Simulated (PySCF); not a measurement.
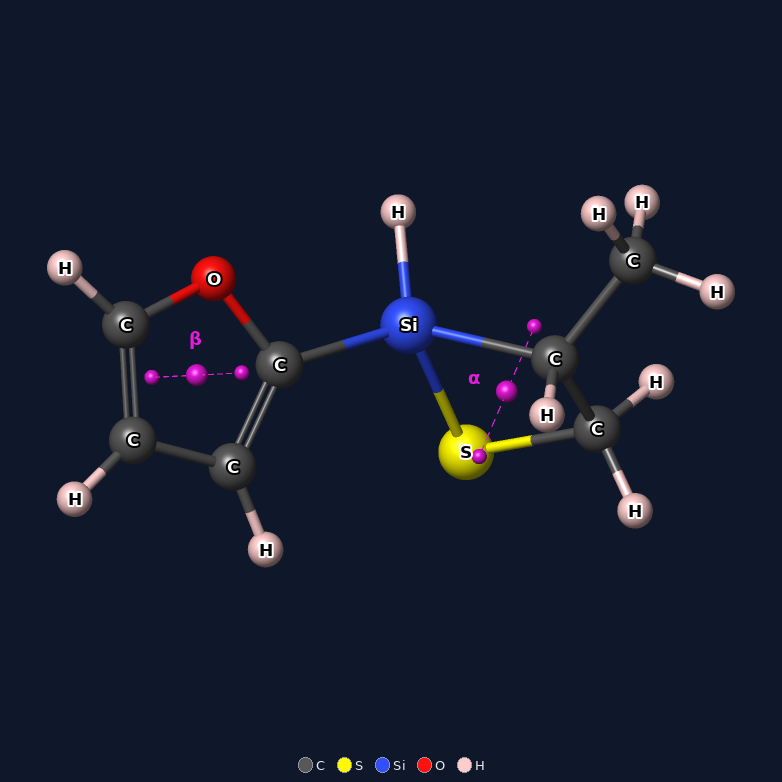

The small points mark where nucleus-independent chemical shifts (NICS) were computed: at the centre of each lettered ring and 1 Å above and below it. The computed structure is the end point of a GFN2-xTB optimisation. No frequency run is at hand to confirm it as a minimum. Properties computed with GIAO PBE0/pcSseg-1 NMR shielding, non-relativistic, gas phase (PySCF 2.14.0).

Give NICS(0), NICS(1) and the out-of-plane component NICS(1)zz for each ring (means of the two sides).

| ring | members | NICS(0) | NICS(1) | NICS(1)zz |
| --- | --- | --- | --- | --- |
| α | C2SSi | −2.1 | −0.7 | 6.2 |
| β | C4O | −11.9 | −10.9 | −27.8 |

Values in ppm.

> What do the values say about the ring currents?

Ring β: diatropic, as in an aromatic ring. NICS is one index among several.

The geometry is semi-empirical. Around Si such bond lengths and angles can be off by a tenth of an ångström or more and by several degrees, and values that hang on the shape move with them.
